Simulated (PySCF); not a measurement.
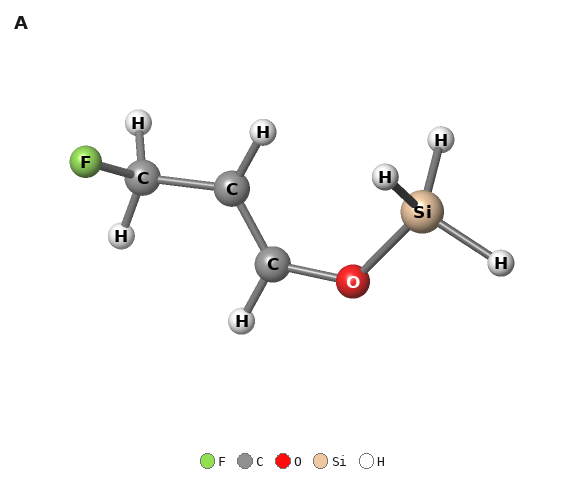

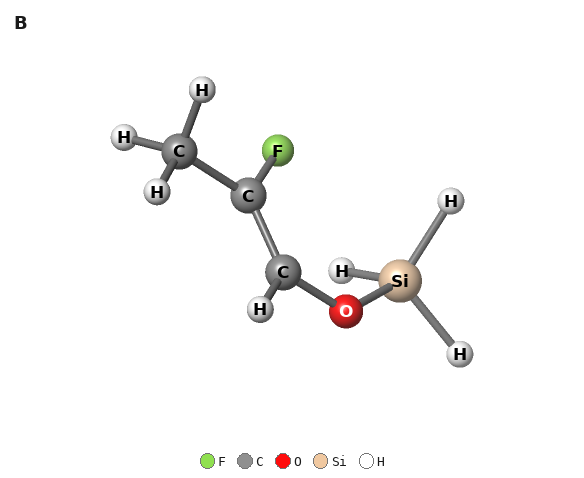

2 stationary structures of one formula. Geometries: PBE0-D3(BJ)/def2-SVP. Electronic energies: PBE0-D3(BJ)/def2-SVP (PySCF 2.14.0), without zero-point energy. No frequency run is at hand to confirm each as a minimum. Each is one conformer, not always the lowest.

Are they conformers, stereoisomers or constitutional isomers?

Answer. They are constitutional isomers of C3H7FOSi: A `FC/C=C/O[SiH3]`, B `C/C(F)=C/O[SiH3]`.

Which is lowest in energy, and by how much?

Answer. B is lowest; A lies 0.218 eV above it.
